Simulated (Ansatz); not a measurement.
**Nudged elastic band of BNH$_{5}$O$_{2}$F**

- system: BNH$_{5}$O$_{2}$F
- method: RKS BLYP-D4/cc-pVDZ (Ansatz 0.2.0)

It belongs to a series of runs on one base structure; here: band between the two ends. Figures and captions count atoms from 1; the log counts them from 0 in places.

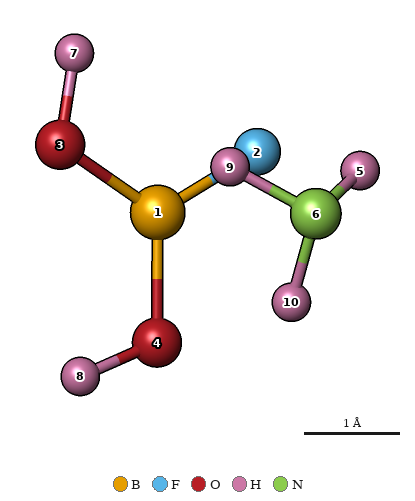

**Figure 1.** The input geometry (ball-and-stick view, seen at a tilt; atoms are numbered from 1 in the order of the input).

Results in brief

```json
{"quantity": "outcome", "value": "converged"}
{"quantity": "barrier, forward", "value": "0.975 eV"}
{"quantity": "barrier, backward", "value": "0.688 eV"}
{"quantity": "hardware", "value": "2 threads of Intel Xeon (Granite Rapids), 16 GiB of memory available, shared host"}
{"quantity": "wall time", "value": "90 s (CPU time 2.8 min)"}
{"quantity": "peak memory", "value": "0.15 GiB"}
```

Notes

The order of the saddle point was not checked.

Input file
```yaml
crystal:
  periodic: [false, false, false]
  atoms:
    - { symbol: B, position_ang: [-0.291021, 0.314645, -0.985548] }
    - { symbol: F, position_ang: [0.621944, -0.454533, -1.639457] }
    - { symbol: O, position_ang: [0.035737, 1.580898, -0.553194] }
    - { symbol: O, position_ang: [-1.547104, -0.204988, -0.815344] }
    - { symbol: H, position_ang: [1.176003, -1.330788, 0.705502] }
    - { symbol: "N", position_ang: [0.687722, -1.007414, 1.555467] }
    - { symbol: H, position_ang: [0.959896, 1.804637, -0.779277] }
    - { symbol: H, position_ang: [-2.130033, 0.436502, -0.362944] }
    - { symbol: H, position_ang: [0.796863, 0.018781, 1.538363] }
    - { symbol: H, position_ang: [-0.309805, -1.157941, 1.336631] }
basis:
  gaussian: { orbitals: cc-pVDZ }
hamiltonian:
  xc: blyp
  dispersion: d4
neb:
  order_check: false
  images: 7
  f_tol: 0.03
  max_iterations: 60
  final_atoms:
    - { symbol: B, position_ang: [-0.64428784, 0.28653346, -0.02456409] }
    - { symbol: F, position_ang: [2.13631801, -0.40511567, -0.84700945] }
    - { symbol: O, position_ang: [-0.04741393, 1.23253083, -0.82036346] }
    - { symbol: O, position_ang: [-2.01040311, 0.10320656, -0.01197232] }
    - { symbol: H, position_ang: [1.44541569, -0.79263368, -0.25483229] }
    - { symbol: "N", position_ang: [0.17984114, -0.61977227, 0.80755734] }
    - { symbol: H, position_ang: [0.90707073, 0.99588265, -0.93794096] }
    - { symbol: H, position_ang: [-2.43166582, 0.65998129, -0.69738783] }
    - { symbol: H, position_ang: [0.81018714, -0.13070882, 1.45618805] }
    - { symbol: H, position_ang: [-0.34486, -1.33010535, 1.33052401] }
  initial_path:
    images:
      - { positions_ang: [[-0.291021, 0.314645, -0.985548], [0.621944, -0.454533, -1.639457], [0.035737, 1.580898, -0.553194], [-1.547104, -0.204988, -0.815344], [1.176003, -1.330788, 0.705502], [0.687722, -1.007414, 1.555467], [0.959896, 1.804637, -0.779277], [-2.130033, 0.436502, -0.362944], [0.796863, 0.018781, 1.538363], [-0.309805, -1.157941, 1.336631]] }
      - { positions_ang: [[-0.29804274, 0.29921281, -0.82429358], [0.64824081, -0.5268781, -1.53247867], [0.03852635, 1.57150183, -0.55034465], [-1.55801607, -0.20054128, -0.72946263], [1.12252059, -1.27296497, 0.50863533], [0.63004051, -0.90485522, 1.42855392], [0.96614619, 1.78035728, -0.7326823], [-2.13066201, 0.41811819, -0.5307933], [0.85747129, 0.00105656, 1.56949064], [-0.27602292, -1.16520809, 1.39357422]] }
      - { positions_ang: [[-0.30506448, 0.28378062, -0.66303915], [0.67453761, -0.59922321, -1.42550033], [0.04131571, 1.56210566, -0.54749531], [-1.56892814, -0.19609456, -0.64358126], [1.06903818, -1.21514195, 0.31176867], [0.57235902, -0.80229643, 1.30164085], [0.97239638, 1.75607755, -0.68608759], [-2.13129102, 0.39973438, -0.69864259], [0.91807958, -0.01666788, 1.60061828], [-0.24224085, -1.17247519, 1.45051743]] }
      - { positions_ang: [[-0.31208621, 0.26834843, -0.50178473], [0.70083442, -0.67156831, -1.318522], [0.04410506, 1.55270949, -0.54464596], [-1.57984022, -0.19164784, -0.55769989], [1.01555577, -1.15731892, 0.114902], [0.51467754, -0.69973765, 1.17472777], [0.97864656, 1.73179783, -0.63949289], [-2.13192003, 0.38135057, -0.86649189], [0.97868787, -0.03439232, 1.63174592], [-0.20845877, -1.17974228, 1.50746065]] }
      - { positions_ang: [[-0.31910795, 0.25291625, -0.34053031], [0.72713123, -0.74391341, -1.21154366], [0.04689442, 1.54331332, -0.54179661], [-1.59075229, -0.18720112, -0.47181852], [0.96207336, -1.0994959, -0.08196466], [0.45699605, -0.59717887, 1.0478147], [0.98489675, 1.7075181, -0.59289819], [-2.13254904, 0.36296676, -1.03434119], [1.03929616, -0.05211676, 1.66287356], [-0.1746767, -1.18700937, 1.56440387]] }
      - { positions_ang: [[-0.40040292, 0.26132055, -0.26153875], [1.07942792, -0.65921398, -1.12041011], [0.02331733, 1.46561769, -0.61143832], [-1.69566499, -0.1145992, -0.35685697], [1.08290894, -1.02278034, -0.12518157], [0.38770732, -0.60282722, 0.98775036], [0.96544025, 1.52960924, -0.67915888], [-2.20732823, 0.43722039, -0.95010285], [0.98201891, -0.07176478, 1.61120219], [-0.21722252, -1.22278337, 1.5059339]] }
      - { positions_ang: [[-0.48169789, 0.26972485, -0.1825472], [1.43172462, -0.57451454, -1.02927656], [-0.00025976, 1.38792207, -0.68108003], [-1.8005777, -0.04199728, -0.24189542], [1.20374453, -0.94606479, -0.16839848], [0.31841859, -0.60847557, 0.92768602], [0.94598374, 1.35170038, -0.76541957], [-2.28210743, 0.51147402, -0.86586451], [0.92474165, -0.09141279, 1.55953081], [-0.25976835, -1.25855736, 1.44746394]] }
      - { positions_ang: [[-0.56299286, 0.27812916, -0.10355565], [1.78402131, -0.4898151, -0.938143], [-0.02383684, 1.31022645, -0.75072175], [-1.90549041, 0.03060464, -0.12693387], [1.32458011, -0.86934923, -0.21161538], [0.24912987, -0.61412392, 0.86762168], [0.92652723, 1.17379151, -0.85168026], [-2.35688663, 0.58572765, -0.78162617], [0.8674644, -0.1110608, 1.50785943], [-0.30231418, -1.29433136, 1.38899397]] }
      - { positions_ang: [[-0.64428784, 0.28653346, -0.02456409], [2.13631801, -0.40511567, -0.84700945], [-0.04741393, 1.23253083, -0.82036346], [-2.01040311, 0.10320656, -0.01197232], [1.44541569, -0.79263368, -0.25483229], [0.17984114, -0.61977227, 0.80755734], [0.90707073, 0.99588265, -0.93794096], [-2.43166582, 0.65998129, -0.69738783], [0.81018714, -0.13070882, 1.45618805], [-0.34486, -1.33010535, 1.33052401]] }
```

Launched with:
```bash
ansatz run input.yaml --threads 2 --pin off --max-ram 3072MiB --backend cpu --events-out ev --progress --plain --runs-dir out
```

Log
```
Engine: ansatz 0.2.0, x86_64-unknown-linux-gnu
Functional definition: BLYP
  parameter beta = 0.0042
  parameter a = 0.04918
  parameter b = 0.132
  parameter c = 0.2533
  parameter d = 0.349
  exchange = b88_x(beta = beta)
  correlation = lyp_c(a = a, b = b, c = c, d = d)
1048 factors; their error is unknown
mean field evaluation 1: about -9046.5325 eV, gradient 9.3e1 eV
mean field evaluation 2: about -9004.2832 eV, gradient 1.6e2 eV
mean field evaluation 4: about -9061.4198 eV, gradient 1.3e1 eV
mean field evaluation 8: about -9061.6636 eV, gradient 5.2e-2 eV
mean field evaluation 16: about -9061.6021 eV, gradient 4.0e-5 eV
mean field -9061.60206071 eV, -333.0077335567 hartree, gradient 4.0e-5 eV, S^2 0.000000; 0 other end points of the search recorded, 0 dependent functions left out
the calculation of the forces begins
reference -9061.60236047 eV, -333.0077445727 hartree; 21, 21 occupied and 74, 74 virtual orbitals, 1048 factors
1048 factors; their error is unknown
mean field evaluation 32: about -9061.2905 eV, gradient 9.6e-4 eV
mean field -9061.29046904 eV, -332.9962827741 hartree, gradient 5.3e-5 eV, S^2 0.000000; 0 other end points of the search recorded, 0 dependent functions left out
[... from here on the field's lines of each further geometry are left out, up to the last ...]
NEB iter   1: max|band force component| = 9.298e0 eV/Å  barrier→ = 2.6519 eV  barrier← = 2.3651 eV  Δτ_max = 0.1977 Å  (249 SCF iters)
NEB iter   2: max|band force component| = 4.014e0 eV/Å  barrier→ = 1.2065 eV  barrier← = 0.9198 eV  Δτ_max = 0.1778 Å  (249 SCF iters)
NEB iter   3: max|band force component| = 2.643e0 eV/Å  barrier→ = 1.0040 eV  barrier← = 0.7172 eV  Δτ_max = 0.1930 Å  (220 SCF iters)
NEB iter   4: max|band force component| = 1.485e0 eV/Å  barrier→ = 0.9010 eV  barrier← = 0.6142 eV  Δτ_max = 0.1974 Å  (208 SCF iters)
NEB iter   5: max|band force component| = 1.536e0 eV/Å  barrier→ = 0.8327 eV  barrier← = 0.5460 eV  Δτ_max = 0.1006 Å  (210 SCF iters)
NEB iter   6: max|band force component| = 7.204e-1 eV/Å  barrier→ = 0.8040 eV  barrier← = 0.5172 eV  Δτ_max = 0.1704 Å  (206 SCF iters)
NEB iter   7: max|band force component| = 7.302e-1 eV/Å  barrier→ = 0.8437 eV  barrier← = 0.5569 eV  CI = image 5  Δτ_max = 0.1984 Å  (200 SCF iters)
NEB iter   8: max|band force component| = 1.861e0 eV/Å  barrier→ = 0.9409 eV  barrier← = 0.6542 eV  CI = image 5  Δτ_max = 0.1004 Å  (219 SCF iters)
NEB iter   9: max|band force component| = 4.972e-1 eV/Å  barrier→ = 0.9769 eV  barrier← = 0.6901 eV  CI = image 5  Δτ_max = 0.1114 Å  (207 SCF iters)
NEB iter  10: max|band force component| = 2.128e-1 eV/Å  barrier→ = 0.9836 eV  barrier← = 0.6968 eV  CI = image 5  Δτ_max = 0.1738 Å  (205 SCF iters)
NEB iter  11: max|band force component| = 2.272e-1 eV/Å  barrier→ = 0.9792 eV  barrier← = 0.6924 eV  CI = image 5  Δτ_max = 0.0881 Å  (197 SCF iters)
NEB iter  12: max|band force component| = 8.815e-1 eV/Å  barrier→ = 0.9766 eV  barrier← = 0.6898 eV  CI = image 5  Δτ_max = 0.0439 Å  (202 SCF iters)
NEB iter  13: max|band force component| = 1.645e-1 eV/Å  barrier→ = 0.9758 eV  barrier← = 0.6891 eV  CI = image 5  Δτ_max = 0.0895 Å  (195 SCF iters)
NEB iter  14: max|band force component| = 3.080e-1 eV/Å  barrier→ = 0.9752 eV  barrier← = 0.6885 eV  CI = image 5  Δτ_max = 0.0442 Å  (197 SCF iters)
NEB iter  15: max|band force component| = 6.816e-2 eV/Å  barrier→ = 0.9751 eV  barrier← = 0.6883 eV  CI = image 5  Δτ_max = 0.0204 Å  (198 SCF iters)
NEB iter  16: max|band force component| = 3.897e-2 eV/Å  barrier→ = 0.9750 eV  barrier← = 0.6883 eV  CI = image 5  Δτ_max = 0.0091 Å  (173 SCF iters)
the calculation of the forces begins
reference -9061.22994108 eV, -332.9940584126 hartree; 21, 21 occupied and 74, 74 virtual orbitals, 1048 factors
1048 factors; their error is unknown
mean field -9060.58707376 eV, -332.9704334742 hartree, gradient 8.5e-6 eV, S^2 0.000000; 1 other end points of the search recorded, 0 dependent functions left out
the calculation of the forces begins
reference -9060.58736648 eV, -332.9704442314 hartree; 21, 21 occupied and 74, 74 virtual orbitals, 1048 factors
NEB iter  17: max|band force component| = 1.925e-2 eV/Å  barrier→ = 0.9750 eV  barrier← = 0.6883 eV  CI = image 5  Δτ_max = 0.0000 Å  (372 SCF iters)
```

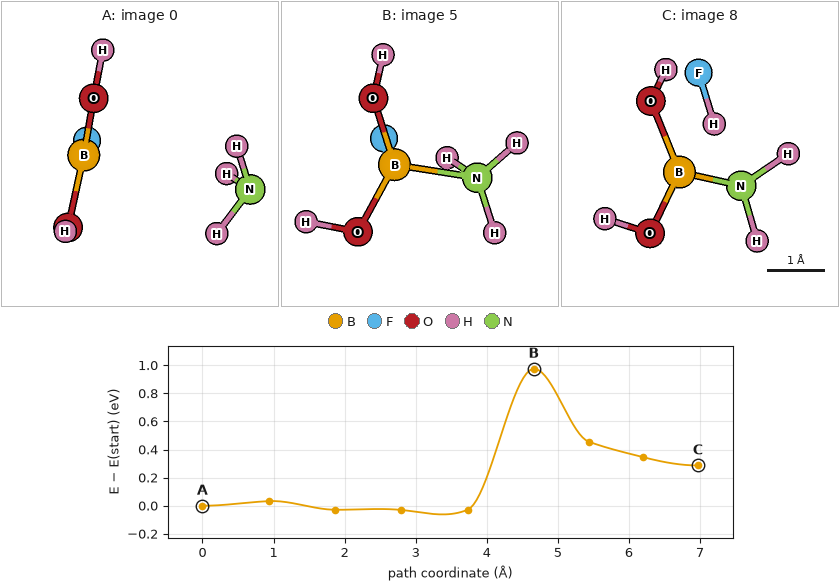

**Figure 2.** Images of the last band (counted from 0; ball-and-stick, seen at a tilt) above the energy along the path; the line is a cubic interpolation that uses the forces. The highest image is number 5, 0.975 eV above the start and 0.688 eV above the end (the climbing image); the end lies 0.287 eV above the start. The path is 6.97 Å long. The band converged in 17 iterations.

```
Total energy: -9060.92469036 eV, -332.9828406556 hartree
Atom 0 at    -0.331176     0.249493    -0.157274 Å, force    -0.002819     0.000564     0.002434 eV/Å
Atom 1 at     0.889887    -0.759869    -1.249551 Å, force    -0.000959     0.000550    -0.000491 eV/Å
Atom 2 at     0.033287     1.564200    -0.445479 Å, force     0.001930    -0.000938    -0.000446 eV/Å
Atom 3 at    -1.628278    -0.190573    -0.349559 Å, force     0.001982     0.001150    -0.001704 eV/Å
Atom 4 at     0.974381    -0.997137    -0.062137 Å, force     0.000179    -0.000234     0.000686 eV/Å
Atom 5 at     0.398221    -0.562617     0.960086 Å, force     0.002155    -0.000781    -0.000854 eV/Å
Atom 6 at     0.969562     1.611728    -0.717432 Å, force     0.000122     0.000395    -0.000082 eV/Å
Atom 7 at    -2.047412     0.321683    -1.067923 Å, force    -0.001727    -0.001023    -0.000204 eV/Å
Atom 8 at     0.948753    -0.012171     1.629063 Å, force    -0.000950     0.000479     0.000377 eV/Å
Atom 9 at    -0.207023    -1.224938     1.460405 Å, force     0.000086    -0.000162     0.000283 eV/Å
Dipole moment:     0.165033     0.036107     0.531341 e Å
this run last wrote the band of iteration 17 to [file]
```

The last band as extended XYZ (Å, eV, eV/Å)
```
10
Properties=species:S:1:pos:R:3:forces:R:3 image=0 energy=-9061.89942
B    -0.2910    0.3146   -0.9855    0.0156  -0.0100  -0.0092
F     0.6219   -0.4545   -1.6395   -0.0021   0.0016   0.0014
O     0.0357    1.5809   -0.5532   -0.0003   0.0044   0.0004
O    -1.5471   -0.2050   -0.8153   -0.0265   0.0136   0.0123
H     1.1760   -1.3308    0.7055    0.0013  -0.0025   0.0047
N     0.6877   -1.0074    1.5555   -0.0086   0.0002  -0.0112
H     0.9599    1.8046   -0.7793   -0.0039   0.0031   0.0028
H    -2.1300    0.4365   -0.3629    0.0169  -0.0114  -0.0086
H     0.7969    0.0188    1.5384   -0.0024  -0.0006   0.0026
H    -0.3098   -1.1579    1.3366    0.0100   0.0016   0.0048
10
Properties=species:S:1:pos:R:3:forces:R:3 image=1 energy=-9061.86634
B    -0.2581    0.3660   -0.9903   -0.0030  -0.0004  -0.0042
F     0.7747   -0.3309   -1.5375   -0.0068  -0.0057  -0.0035
O    -0.1005    1.6771   -0.6036    0.0089  -0.0058   0.0069
O    -1.4627   -0.2768   -0.8765   -0.0040   0.0032   0.0017
H     0.8037   -1.6018    0.6851    0.0173   0.0185  -0.0029
N     0.6613   -1.1152    1.5836    0.0064  -0.0098   0.0189
H     0.8039    1.9988   -0.7854    0.0101  -0.0111   0.0036
H    -2.1434    0.3239   -0.5153    0.0013   0.0059   0.0084
H     1.2345   -0.2603    1.5063   -0.0298   0.0223  -0.0127
H    -0.3133   -0.7811    1.5338   -0.0004  -0.0171  -0.0161
10
Properties=species:S:1:pos:R:3:forces:R:3 image=2 energy=-9061.92790
B    -0.2544    0.2968   -0.9176   -0.0132   0.0130   0.0107
F     0.6727   -0.4130   -1.6362    0.0028  -0.0050   0.0054
O    -0.0455    1.6380   -0.6302    0.0084  -0.0017  -0.0067
O    -1.5245   -0.2460   -0.8288   -0.0059  -0.0049  -0.0069
H     1.1016   -1.5116    0.7921    0.0047  -0.0018   0.0025
N     0.5389   -0.7014    1.0936   -0.0016   0.0039  -0.0075
H     0.8802    1.8827   -0.8197   -0.0015   0.0005   0.0025
H    -2.1321    0.4123   -0.4403    0.0051  -0.0015   0.0014
H     1.0687   -0.2551    1.8582    0.0016  -0.0014   0.0002
H    -0.3052   -1.1028    1.5291   -0.0004  -0.0011  -0.0016
10
Properties=species:S:1:pos:R:3:forces:R:3 image=3 energy=-9061.92932
B    -0.1905    0.1673   -0.6863   -0.0020   0.0064   0.0290
F     0.6023   -0.5383   -1.5920   -0.0048  -0.0108   0.0142
O     0.1034    1.5374   -0.4896    0.0183  -0.0081   0.0201
O    -1.5467   -0.2157   -0.6308   -0.0041  -0.0110   0.0353
H     1.3510   -1.2134    0.8337   -0.0036   0.0129  -0.0326
N     0.4704   -0.6884    0.9427   -0.0091  -0.0004   0.0076
H     0.9450    1.7585   -0.9317   -0.0012  -0.0023   0.0090
H    -2.0848    0.5655   -0.4008    0.0058  -0.0015  -0.0411
H     0.6034   -0.0156    1.7122   -0.0035   0.0172  -0.0301
H    -0.2534   -1.3577    1.2427    0.0041  -0.0022  -0.0115
10
Properties=species:S:1:pos:R:3:forces:R:3 image=4 energy=-9061.92748
B    -0.1958    0.1658   -0.4554    0.0449  -0.0237  -0.0976
F     0.5828   -0.4956   -1.4695   -0.0946   0.0892  -0.0701
O     0.1060    1.5593   -0.3443    0.0208  -0.0056   0.0310
O    -1.5732   -0.1963   -0.3708    0.0180  -0.0096  -0.0110
H     1.1423   -1.2968    0.5259    0.0592  -0.0938   0.1934
N     0.4485   -0.6503    0.9262    0.0183  -0.0268  -0.0103
H     0.9292    1.7364   -0.8387   -0.0202   0.0463  -0.0348
H    -2.0810    0.3700   -0.9822   -0.0096   0.0085   0.0238
H     0.9122   -0.0044    1.5794   -0.0170   0.0053  -0.0130
H    -0.2708   -1.1883    1.4296   -0.0197   0.0102  -0.0114
10
Properties=species:S:1:pos:R:3:forces:R:3 image=5 energy=-9060.92440
B    -0.3312    0.2495   -0.1573   -0.0028   0.0006   0.0024
F     0.8899   -0.7599   -1.2496   -0.0010   0.0006  -0.0005
O     0.0333    1.5642   -0.4455    0.0019  -0.0009  -0.0004
O    -1.6283   -0.1906   -0.3496    0.0020   0.0011  -0.0017
H     0.9744   -0.9971   -0.0621    0.0002  -0.0002   0.0007
N     0.3982   -0.5626    0.9601    0.0022  -0.0008  -0.0009
H     0.9696    1.6117   -0.7174    0.0001   0.0004  -0.0001
H    -2.0474    0.3217   -1.0679   -0.0017  -0.0010  -0.0002
H     0.9488   -0.0122    1.6291   -0.0009   0.0005   0.0004
H    -0.2070   -1.2249    1.4604    0.0001  -0.0002   0.0003
10
Properties=species:S:1:pos:R:3:forces:R:3 image=6 energy=-9061.44273
B    -0.5110    0.3409    0.0443   -0.0569   0.0298   0.0636
F     1.4124   -0.9061   -1.2982    0.1614  -0.0525  -0.0214
O    -0.0291    1.5079   -0.5193   -0.0160  -0.0176  -0.0254
O    -1.7666   -0.1258   -0.2745   -0.0473   0.0255   0.0328
H     1.1287   -0.9851   -0.3644    0.0441  -0.0003  -0.0961
N     0.2704   -0.4758    0.9810   -0.0387   0.0289   0.0060
H     0.9431    1.4872   -0.6184   -0.0046  -0.0463   0.0258
H    -2.1171    0.3641   -1.0443   -0.0250   0.0205   0.0147
H     0.9125    0.0047    1.6184   -0.0055   0.0047  -0.0071
H    -0.2432   -1.2121    1.4756   -0.0115   0.0072   0.0070
10
Properties=species:S:1:pos:R:3:forces:R:3 image=7 energy=-9061.55362
B    -0.5958    0.3248    0.0354   -0.0135  -0.0018  -0.0023
F     1.8371   -0.6474   -1.1139    0.0686   0.0404   0.0309
O    -0.0279    1.3907   -0.6299    0.0019  -0.0209  -0.0199
O    -1.9161   -0.0193   -0.1568   -0.0270   0.0221   0.0242
H     1.2878   -0.8831   -0.3360    0.0250   0.0151   0.0035
N     0.2055   -0.5389    0.9139   -0.0095  -0.0100  -0.0118
H     0.9283    1.2094   -0.7728    0.0003  -0.0512  -0.0303
H    -2.2832    0.4887   -0.9078   -0.0299   0.0250   0.0271
H     0.8692   -0.0641    1.5357   -0.0046  -0.0122  -0.0156
H    -0.3048   -1.2611    1.4325   -0.0112  -0.0064  -0.0058
10
Properties=species:S:1:pos:R:3:forces:R:3 image=8 energy=-9061.61266
B    -0.6443    0.2865   -0.0246   -0.0100  -0.0025   0.0263
F     2.1363   -0.4051   -0.8470   -0.0040  -0.0005  -0.0046
O    -0.0474    1.2325   -0.8204    0.0048  -0.0127  -0.0062
O    -2.0104    0.1032   -0.0120   -0.0016   0.0044  -0.0059
H     1.4454   -0.7926   -0.2548    0.0028   0.0018   0.0102
N     0.1798   -0.6198    0.8076    0.0209   0.0029  -0.0071
H     0.9071    0.9959   -0.9379    0.0057   0.0124  -0.0058
H    -2.4317    0.6600   -0.6974   -0.0039  -0.0001  -0.0011
H     0.8102   -0.1307    1.4562   -0.0113  -0.0089  -0.0053
H    -0.3449   -1.3301    1.3305   -0.0035   0.0031  -0.0004
```
